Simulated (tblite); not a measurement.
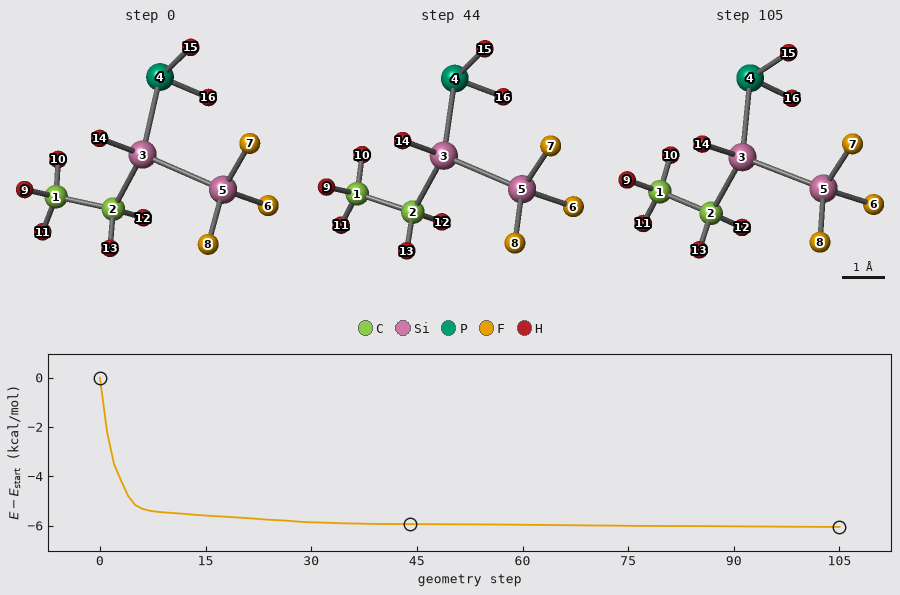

Frames of a relaxation of C$_{2}$H$_{8}$F$_{3}$PSi$_{2}$, marked on the history of the run. Style: ball-and-stick. Shown from a free direction.

Level of theory: GFN2-xTB geometry optimisation, gas phase (tblite 0.8.0). 

Q: What happens along the run?

A: Over 105 geometry steps the energy falls by 6.05 kcal/mol. The atom that moves furthest after the best rigid fit is H16 (0.40 Å). Largest moves by element: H 0.40 Å, F 0.30 Å, P 0.24 Å, C 0.17 Å, Si 0.08 Å. Some distances before and after: C2–Si3 1.854 → 1.911 Å, P4–H16 1.436 → 1.390 Å, Si3–Si5 2.332 → 2.289 Å, P4–H15 1.413 → 1.388 Å. Among the angles between lasting bonds that change: Si3–Si5–F8 109.9° → 117.7°, Si3–Si5–F6 110.0° → 117.4°, F6–Si5–F7 108.8° → 101.6°. The run took 1.5 s on 1 thread of Arm Neoverse N1, on a shared host. From step 0 to 44: F6 moves most (0.24 Å), energy −5.94 kcal/mol. From step 44 to 105: H16 moves most (0.28 Å), energy −0.11 kcal/mol.

```
step  E − E(0), kcal/mol
   0                0.00
   1               -2.18
   2               -3.50
   3               -4.17
   4               -4.80
   5               -5.16
   6               -5.31
   7               -5.39
   8               -5.44
   9               -5.46
  10               -5.48
  15               -5.59
  20               -5.68
  25               -5.78
  30               -5.86
  35               -5.91
  40               -5.93
  45               -5.94
  50               -5.95
  55               -5.95
  60               -5.97
  65               -5.98
  70               -5.99
  75               -6.01
  80               -6.01
  85               -6.02
  90               -6.03
  95               -6.04
 100               -6.05
 105               -6.05
```
